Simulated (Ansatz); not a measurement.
# How methods differ on SiH3Br (SMILES [SiH3]Br)

SiH3Br has 5 atoms, charge 0, and is taken as a singlet. As SMILES, `[SiH3]Br`. Geometry: relaxed at PBE0-D4/def2-TZVP.

```csv
atom,x (Å),y (Å),z (Å)
Si,-0.1474,0.0561,-0.0432
Br,1.8530,-0.7051,0.5433
H,-1.0646,-0.1052,1.1079
H,-0.6256,-0.7313,-1.2023
H,-0.0155,1.4856,-0.4056
```

Quantity: the energy change with the Si1–H3 bond stretched from 1.481 to 1.851 Å, in eV. The values are calculated.

| level | kind | program | value (eV) | less FCI/STO-3G |
| --- | --- | --- | --- | --- |
| SVWN5/STO-3G (restricted) | LDA | Ansatz | 1.20 | -0.02 |
| B3LYP/STO-3G (restricted) | global hybrid | Ansatz | 1.26 | +0.04 |
| r2SCAN0/STO-3G (restricted) | hybrid meta-GGA | Ansatz | 1.37 | +0.15 |
| CAM-B3LYP/STO-3G (restricted) | range-separated hybrid | Ansatz | 1.35 | +0.13 |
| RPA@PBE/STO-3G (restricted) | RPA | Ansatz | 1.19 | -0.03 |
| MP2/STO-3G (restricted) | perturbation theory | Ansatz | 1.41 | +0.19 |
| BCCD(T)/STO-3G (restricted) | coupled cluster or CI | Ansatz | 1.23 | +0.01 |
| CCSD(T)/STO-3G (restricted) | coupled cluster or CI | Ansatz | 1.23 | +0.01 |
| FCI/STO-3G | exact in the basis | Ansatz | 1.22 | 0.00 |

FCI/STO-3G is exact within its basis and frozen core, so for wave-function methods in that basis the difference is their error; functionals converge differently with the basis, so for them it is only a difference. All-electron rows without a relativistic Hamiltonian named are non-relativistic. The first shape isn't each level's own minimum. The values span 1.19 to 1.41 eV. All rows use very small basis sets, so none should be taken for the real molecule's value. In the correlated wave-function rows the outer d shell of Br is correlated, in sets not made for it.

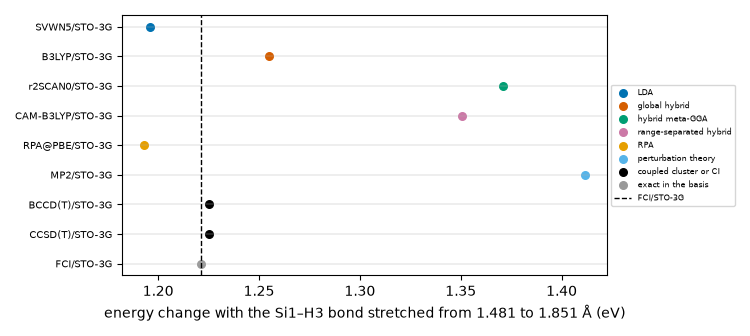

The values of the table, level by level.
